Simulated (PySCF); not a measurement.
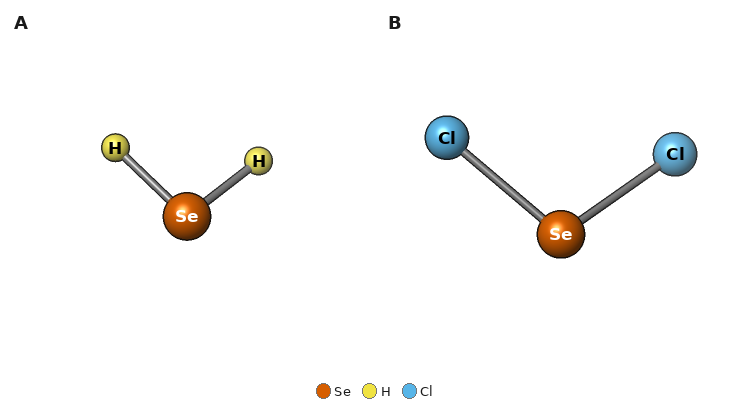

Two related species, optimised with PBE0-D3(BJ)/def2-SVP; properties computed with PySCF 2.14.0. Both: charge 0, singlet.

### What are A and B?

A is SeH2 ([SeH2]), B is SeCl2 (Cl[Se]Cl).

Compare them. With PBE0/pcSseg-1: dipole moment (D), HOMO–LUMO gap (eV), HOMO energy (Kohn–Sham orbital) (eV), Hirshfeld charge of Se (e), IAO charge of Se (e). With B3LYP/def2-SVPD: lowest vertical singlet excitation (eV), mean static polarisability (bohr³).

```csv
quantity,A,B
dipole moment (D),0.96,1.20
HOMO–LUMO gap (eV),7.30,4.29
HOMO energy (Kohn–Sham orbital) (eV),−7.02,−7.19
Hirshfeld charge of Se (e),−0.06,0.18
IAO charge of Se (e),−0.12,0.37
lowest vertical singlet excitation (eV),5.23,2.55
mean static polarisability (bohr³),31.7,58.5
```

Each is one conformer, and no frequency run is at hand to confirm it as a minimum.
